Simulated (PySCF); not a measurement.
# Mn, Mn⁺: ionisation energy with spin-orbit coupling

Each state of manganese is computed at each level; their differences give the ionisation energy. How far do the methods differ?

The numbers are computed with PySCF 2.14.0 (two-component X2C-1e, generalised determinants), except any that are marked as measured or tabulated.

### 1 The system

- Element: manganese (Z = 25)
- Basis: x2c-SVPall-2c with one added diffuse shell each of s, d type (6s5p4d1f, 48 functions)
- Hamiltonian: two-component X2C-1e, Gaussian nucleus, no Breit or QED terms; spin-orbit coupling, run by run: off; screened by Boettger's factors
- Core shells frozen in the correlated runs: [Ne] (for Mn)
- State 1: Mn: [Ar] 3d5 4s2; 3d3/2 filled at m_j = -3/2, -1/2, +1/2, +3/2; 3d5/2 filled at m_j = +5/2
- State 2: Mn⁺: [Ar] 3d5 4s1; 3d3/2 filled at m_j = -3/2, -1/2, +1/2, +3/2; 3d5/2 filled at m_j = +5/2; 4s1/2 filled at m_j = +1/2
- Methods: GHF, GMP2

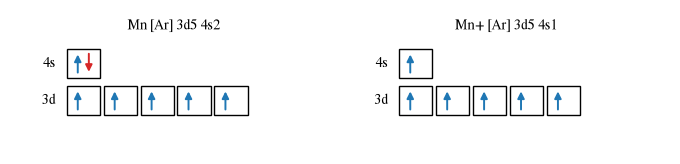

Outer shells as boxes.

A driver program built on PySCF's X2C-1e integrals ran all steps in one process from the settings above; there is no separate input file.

The driver's launch:

```console
OMP_NUM_THREADS=1 python sorun2.py TASK.json OUT
```

The integrals over 48 functions and the set-up took 0.61 s of CPU time.

### 2 Mn: the ladder of methods

#### GHF (spin-free)

What it wrote:

```text
cycle= 1 E= -1157.0623093653  delta_E= -1.16e+03  |FDS-SDF|= 0.0908
cycle= 2 E= -1157.1892837282  delta_E= -0.127  |FDS-SDF|= 0.0354
cycle= 3 E= -1157.2102347755  delta_E= -0.021  |FDS-SDF|= 0.00447
cycle= 4 E= -1157.2110794065  delta_E= -0.000845  |FDS-SDF|= 0.000929
cycle= 5 E= -1157.2111673941  delta_E= -8.8e-05  |FDS-SDF|= 0.000285
cycle= 6 E= -1157.2111870598  delta_E= -1.97e-05  |FDS-SDF|= 6.7e-05
cycle= 7 E= -1157.2111884258  delta_E= -1.37e-06  |FDS-SDF|= 1.31e-05
cycle= 8 E= -1157.2111884771  delta_E= -5.13e-08  |FDS-SDF|= 1.27e-06
cycle= 9 E= -1157.2111884775  delta_E= -3.83e-10  |FDS-SDF|= 1.25e-07
```

Time after the integrals: 0.45 s (1 thread of Intel Xeon Platinum 8488C, shared host).

Occupied spinors (without spin-orbit coupling the j labels only name the start):

| spinor shell | electrons | mean energy (eV) | weight of the nominal j | rms radius (bohr) |
| --- | --- | --- | --- | --- |
| 1s1/2 | 2 | -6596.6 | 1.000 | 0.0704 |
| 2s1/2 | 2 | -803.29 | 1.000 | 0.302 |
| 2p3/2 | 4 | -677.21 | 0.833 | 0.273 |
| 2p1/2 | 2 | -677.21 | 0.667 | 0.273 |
| 3s1/2 | 2 | -105.70 | 1.000 | 0.917 |
| 3p3/2 | 4 | -67.874 | 0.833 | 0.990 |
| 3p1/2 | 2 | -67.874 | 0.667 | 0.990 |
| 3d3/2 | 4 | -17.178 | 0.500 | 1.29 |
| 3d5/2 | 1 | -17.178 | 1.000 | 1.29 |
| 4s1/2 | 2 | -6.868 | 1.000 | 3.65 |

M_J = 5/2, ⟨J²⟩ = 8.772, ⟨L²⟩ = 0.000, ⟨S²⟩ = 8.772.

#### GMP2 (spin-free)

This step left no log, only its results.

It took 0.12 s on 1 thread of Intel Xeon Platinum 8488C, shared host, the integrals not counted.

With 15 electrons correlated and 6 very high virtual spinors dropped, the MP2 correlation energy is -0.25751 hartree. Largest pairs: 3d3/2-3p3/2 -0.0483, 3p1/2-3p3/2 -0.0306, 3d3/2-3d3/2 -0.0274, 3d3/2-3p1/2 -0.0256, 3p3/2-3p3/2 -0.0253.

#### GHF (screened spin-orbit)

What it wrote:

```text
cycle= 1 E= -1157.0726305746  delta_E= -1.16e+03  |FDS-SDF|= 0.0908
cycle= 2 E= -1157.1996588991  delta_E= -0.127  |FDS-SDF|= 0.0354
cycle= 3 E= -1157.2206194030  delta_E= -0.021  |FDS-SDF|= 0.0045
cycle= 4 E= -1157.2214757111  delta_E= -0.000856  |FDS-SDF|= 0.001
cycle= 5 E= -1157.2215711009  delta_E= -9.54e-05  |FDS-SDF|= 0.000416
cycle= 6 E= -1157.2215988210  delta_E= -2.77e-05  |FDS-SDF|= 0.000224
cycle= 7 E= -1157.2216042576  delta_E= -5.44e-06  |FDS-SDF|= 0.000118
cycle= 8 E= -1157.2216061853  delta_E= -1.93e-06  |FDS-SDF|= 4.29e-05
cycle= 9 E= -1157.2216066561  delta_E= -4.71e-07  |FDS-SDF|= 5.6e-06
cycle= 10 E= -1157.2216066632  delta_E= -7.02e-09  |FDS-SDF|= 7.01e-07
cycle= 11 E= -1157.2216066632  delta_E= -6.32e-11  |FDS-SDF|= 5.27e-07
```

It took 1.1 s on 1 thread of Intel Xeon Platinum 8488C, shared host, the integrals not counted.

The outer occupied spinors:

| spinor shell | electrons | mean energy (eV) | weight of the nominal j | rms radius (bohr) |
| --- | --- | --- | --- | --- |
| 2p1/2 | 2 | -684.66 | 0.979 | 0.271 |
| 2p3/2 | 4 | -673.55 | 0.989 | 0.274 |
| 3s1/2 | 2 | -105.70 | 1.000 | 0.917 |
| 3p1/2 | 2 | -68.336 | 0.664 | 0.988 |
| 3p3/2 | 4 | -67.650 | 0.832 | 0.991 |
| 3d3/2 | 4 | -17.192 | 0.509 | 1.29 |
| 3d5/2 | 1 | -17.121 | 1.000 | 1.29 |
| 4s1/2 | 2 | -6.868 | 1.000 | 3.65 |

M_J = 5/2, ⟨J²⟩ = 8.772, ⟨L²⟩ = 0.001, ⟨S²⟩ = 8.771. A second start ended at -1157.01879 hartree. Rows whose weight is well below 1 mix j = l ± 1/2: exchange competes with spin-orbit coupling there.

#### GMP2 (screened spin-orbit)

This step left no log, only its results.

It took 0.08 s on 1 thread of Intel Xeon Platinum 8488C, shared host, the integrals not counted.

With 15 electrons correlated and 6 very high virtual spinors dropped, the MP2 correlation energy is -0.25753 hartree. Largest pairs: 3d3/2-3p3/2 -0.0484, 3p1/2-3p3/2 -0.0306, 3d3/2-3d3/2 -0.0274, 3d3/2-3p1/2 -0.0255, 3p3/2-3p3/2 -0.0253.

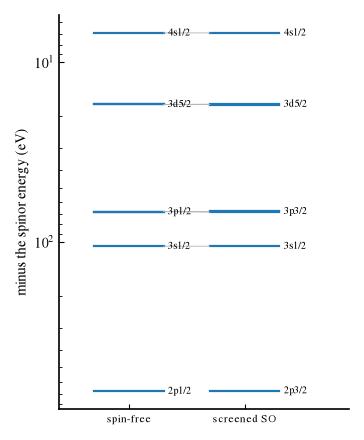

The highest 7 spinor levels of Mn on a logarithmic scale, without and with spin-orbit coupling.

### 3 Mn⁺, method by method

#### GHF (spin-free)

What it wrote:

```text
cycle= 1 E= -1156.8709595697  delta_E= -1.16e+03  |FDS-SDF|= 0.0802
cycle= 2 E= -1156.9761710401  delta_E= -0.105  |FDS-SDF|= 0.0304
cycle= 3 E= -1156.9895683863  delta_E= -0.0134  |FDS-SDF|= 0.0035
cycle= 4 E= -1156.9897791103  delta_E= -0.000211  |FDS-SDF|= 0.000357
cycle= 5 E= -1156.9897824692  delta_E= -3.36e-06  |FDS-SDF|= 4.44e-05
cycle= 6 E= -1156.9897825636  delta_E= -9.44e-08  |FDS-SDF|= 4.46e-06
cycle= 7 E= -1156.9897825676  delta_E= -4.03e-09  |FDS-SDF|= 9.47e-07
cycle= 8 E= -1156.9897825678  delta_E= -1.38e-10  |FDS-SDF|= 3.11e-08
```

It took 0.27 s on 1 thread of Intel Xeon Platinum 8488C, shared host, the integrals not counted.

Occupied spinors (without spin-orbit coupling the j labels only name the start):

| spinor shell | electrons | mean energy (eV) | weight of the nominal j | rms radius (bohr) |
| --- | --- | --- | --- | --- |
| 1s1/2 | 2 | -6604.7 | 1.000 | 0.0704 |
| 2s1/2 | 2 | -811.39 | 1.000 | 0.302 |
| 2p3/2 | 4 | -685.34 | 0.833 | 0.273 |
| 2p1/2 | 2 | -685.34 | 0.667 | 0.273 |
| 3s1/2 | 2 | -113.73 | 1.000 | 0.917 |
| 3p3/2 | 4 | -75.960 | 0.833 | 0.989 |
| 3p1/2 | 2 | -75.960 | 0.667 | 0.989 |
| 3d3/2 | 4 | -25.341 | 0.500 | 1.28 |
| 3d5/2 | 1 | -25.341 | 1.000 | 1.28 |
| 4s1/2 | 1 | -14.909 | 1.000 | 3.12 |

M_J = 3, ⟨J²⟩ = 12.000, ⟨L²⟩ = 0.000, ⟨S²⟩ = 12.000.

#### GMP2 (spin-free)

The driver printed no log here.

Time after the integrals: 0.07 s (1 thread of Intel Xeon Platinum 8488C, shared host).

With 14 electrons correlated and 6 very high virtual spinors dropped, the MP2 correlation energy is -0.22691 hartree. Largest pairs: 3d3/2-3p3/2 -0.0481, 3p1/2-3p3/2 -0.0305, 3d3/2-3d3/2 -0.0269, 3d3/2-3p1/2 -0.0255, 3p3/2-3p3/2 -0.0252.

#### GHF (screened spin-orbit)

What it wrote:

```text
cycle= 1 E= -1156.8812757966  delta_E= -1.16e+03  |FDS-SDF|= 0.0803
cycle= 2 E= -1156.9865433176  delta_E= -0.105  |FDS-SDF|= 0.0304
cycle= 3 E= -1156.9999505119  delta_E= -0.0134  |FDS-SDF|= 0.00353
cycle= 4 E= -1157.0001729152  delta_E= -0.000222  |FDS-SDF|= 0.000514
cycle= 5 E= -1157.0001831548  delta_E= -1.02e-05  |FDS-SDF|= 0.000305
cycle= 6 E= -1157.0001905009  delta_E= -7.35e-06  |FDS-SDF|= 0.000208
cycle= 7 E= -1157.0001969253  delta_E= -6.42e-06  |FDS-SDF|= 1.87e-05
cycle= 8 E= -1157.0001969764  delta_E= -5.11e-08  |FDS-SDF|= 3.73e-06
cycle= 9 E= -1157.0001969780  delta_E= -1.64e-09  |FDS-SDF|= 9.84e-07
cycle= 10 E= -1157.0001969781  delta_E= -5.96e-11  |FDS-SDF|= 7.1e-07
```

Time after the integrals: 0.83 s (1 thread of Intel Xeon Platinum 8488C, shared host).

The outer occupied spinors:

| spinor shell | electrons | mean energy (eV) | weight of the nominal j | rms radius (bohr) |
| --- | --- | --- | --- | --- |
| 2p1/2 | 2 | -692.79 | 0.978 | 0.271 |
| 2p3/2 | 4 | -681.67 | 0.989 | 0.274 |
| 3s1/2 | 2 | -113.73 | 1.000 | 0.917 |
| 3p1/2 | 2 | -76.421 | 0.664 | 0.986 |
| 3p3/2 | 4 | -75.736 | 0.832 | 0.990 |
| 3d3/2 | 4 | -25.355 | 0.508 | 1.28 |
| 3d5/2 | 1 | -25.285 | 1.000 | 1.28 |
| 4s1/2 | 1 | -14.909 | 1.000 | 3.12 |

M_J = 3, ⟨J²⟩ = 12.000, ⟨L²⟩ = 0.001, ⟨S²⟩ = 11.999. A second start ended at -1156.77444 hartree. Rows whose weight is well below 1 mix j = l ± 1/2: exchange competes with spin-orbit coupling there.

#### GMP2 (screened spin-orbit)

No log was kept for this step.

Time after the integrals: 0.07 s (1 thread of Intel Xeon Platinum 8488C, shared host).

With 14 electrons correlated and 6 very high virtual spinors dropped, the MP2 correlation energy is -0.22692 hartree. Largest pairs: 3d3/2-3p3/2 -0.0481, 3p1/2-3p3/2 -0.0305, 3d3/2-3d3/2 -0.0269, 3d3/2-3p1/2 -0.0254, 3p3/2-3p3/2 -0.0251.

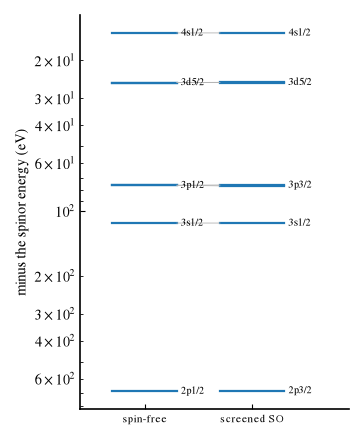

The highest 7 spinor levels of Mn⁺ on a logarithmic scale, without and with spin-orbit coupling.

### 4 The energy differences

Ionisation energy: Mn [Ar] 3d5 4s2 [3d3/2^4 3d5/2^1, M_J = 5/2] → Mn⁺ [Ar] 3d5 4s1 [3d3/2^4 3d5/2^1 4s1/2^1, M_J = 3].

| method | value (eV) | error (eV) | CPU time, both states (s) |
| --- | --- | --- | --- |
| GHF (spin-free) | 6.025 | -1.409 | 0.72 |
| GMP2 (spin-free) | 6.857 | -0.577 | 0.91 |
| GHF (screened spin-orbit) | 6.025 | -1.409 | 1.9 |
| GMP2 (screened spin-orbit) | 6.858 | -0.576 | 2 |

Reference: 7.434 eV (measured; NIST Atomic Spectra Database, ionization energies).

Times are CPU seconds on a shared host without the integrals; correlated rows include their Hartree-Fock run.

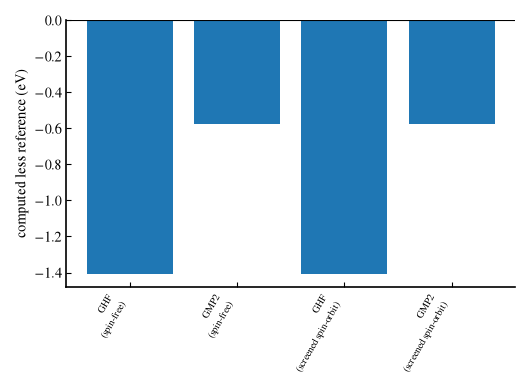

Computed less reference values by method.

### 5 Results

```
             quantity                                                                        value
ionisation energy, Mn  GHF (spin-free) 6.025, GMP2 (screened spin-orbit) 6.858 eV; reference 7.434
```

Each level's miss and price (over 1 difference):

| method | mean absolute miss against the measured value (with the measured fine structure taken into account where it is known) (eV) | CPU time, both states (s) |
| --- | --- | --- |
| GHF (spin-free) | 1.409 | 0.72 |
| GMP2 (spin-free) | 0.577 | 0.91 |
| GHF (screened spin-orbit) | 1.409 | 1.9 |
| GMP2 (screened spin-orbit) | 0.576 | 2 |

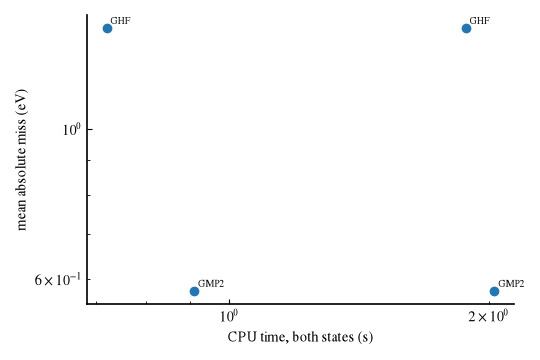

Miss against the measured value (with the measured fine structure taken into account where it is known) and CPU time.

**Reading.** Against experiment GMP2 (screened spin-orbit) comes closest (off by 0.58 eV), level with GMP2 (spin-free) and GHF (spin-free) is farthest (1.41 eV). Spin-orbit coupling moves the difference by +0.000 eV at GMP2. All values hold for this basis alone; no basis-set limit was taken.
